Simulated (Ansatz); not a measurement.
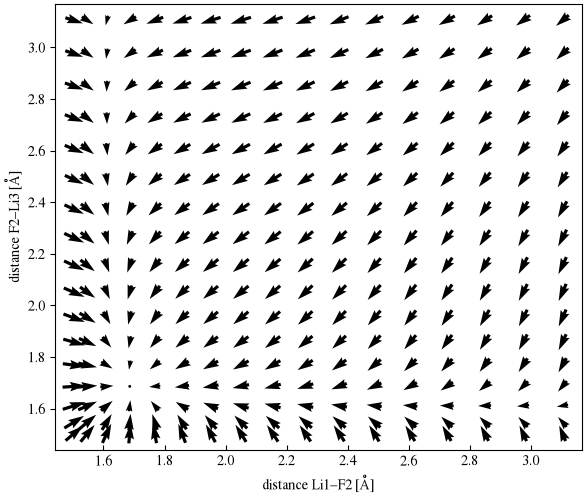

The system Li⁺ + FLi. Coordinates scanned: (1) distance Li1–F2; (2) distance F2–Li3. Nothing is relaxed (the angle Li1–F2–Li3 is fixed at 100 degrees). The scan uses a 17 × 17 grid; 153 points were computed and 136 follow by symmetry. These are results of Ansatz, RHF/def2-TZVPD, not measurements.

In the figure: arrows along the force (downhill), their lengths compressed.

### The arrows alone are given. Where is the energy lowest?

The arrows converge at distance Li1–F2 = 1.686 Å, distance F2–Li3 = 1.686 Å (read from the interpolated surface).

The energy map of the same scan:

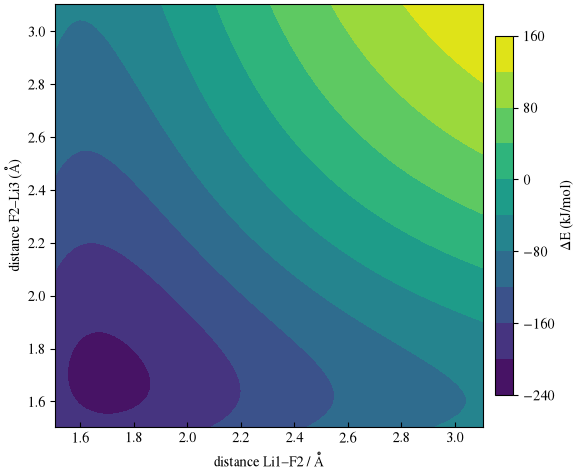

Energies are in kJ/mol, from Li with charge +1 far from the relaxed FLi (each part in its own basis); between grid points the surface is interpolated.
